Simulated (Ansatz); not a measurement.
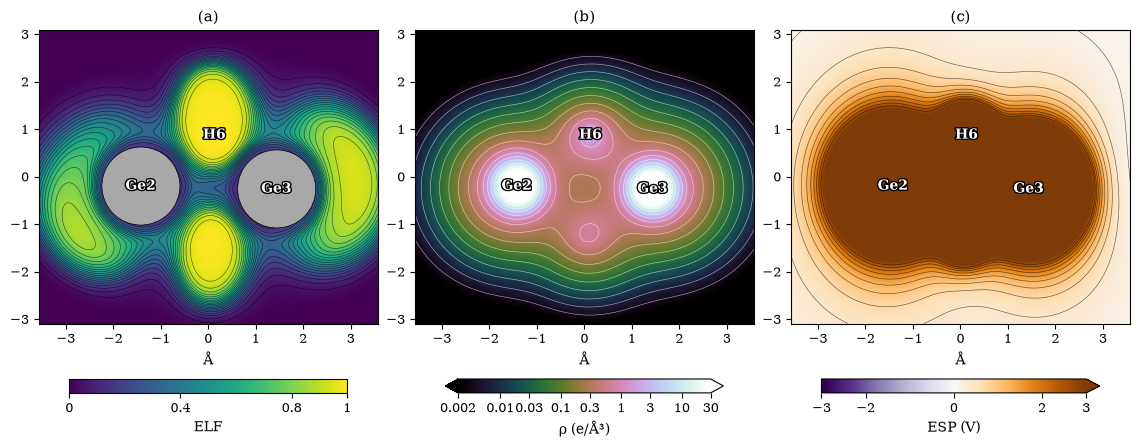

The picture shows: FGe₂H₃. (a) ELF; (b) electron density; (c) molecular electrostatic potential on the plane of atoms Ge2, H6 and Ge3. Grey discs cover the atomic cores in the ELF map.

Geometry: BLYP-D3(BJ)/def2-SVP.

Computed with isolated molecule in a Gaussian basis; Kohn-Sham density functional theory, functional PBE0 (Ansatz 0.2.0).

Input

```
crystal:
  periodic: [false, false, false]
  atoms:
    - {symbol: F, position_ang: [1.510372, -0.074940, -2.023370]}
    - {symbol: Ge, position_ang: [0.573865, -1.197171, -0.995628]}
    - {symbol: Ge, position_ang: [0.070291, 0.462240, 1.276520]}
    - {symbol: H, position_ang: [-0.649503, -0.943965, 1.653293]}
    - {symbol: H, position_ang: [1.327123, -0.514430, 0.589234]}
    - {symbol: H, position_ang: [-0.518969, 0.184185, -0.330129]}
basis:
  gaussian:
    orbitals: def2-TZVPD
hamiltonian:
  xc: pbe0
output: {forces: true, orbitals: {seedname: orbitals}}
```

Run with:

```sh
ansatz run input.yaml --threads 1 --pin off --max-ram 2610MiB --events-out events.jsonl --progress --plain --runs-dir runs
```

**Describe what can be read from this map.**

- The section cuts through Ge and H sites.
- The potential has no marked negative region in this plane.
